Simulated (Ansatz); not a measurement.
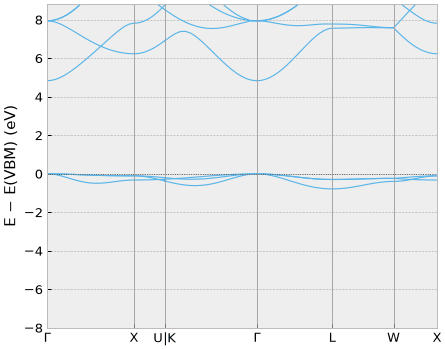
*Band structure from plane-wave PAW PBE (Ansatz code)*

### Question
Read off the gap and where the band edges lie.

### Answer
About 4.8 eV (4.83 eV by a search for the band edges); maximum at Γ, minimum at Γ.

### Question
Pick the material that matches.
A) PbF2, fluorite
B) RbCl, rock salt
C) KF, rock salt
D) SrO, rock salt

### Answer
B, RbCl, rock salt

Space group Fm-3m (rock salt). Symmetry was held in the PBE relaxation. Scalar-relativistic: spin–orbit coupling is off unless named, which matters more the heavier the elements.

Potentials: the later of the program's two PAW sets.
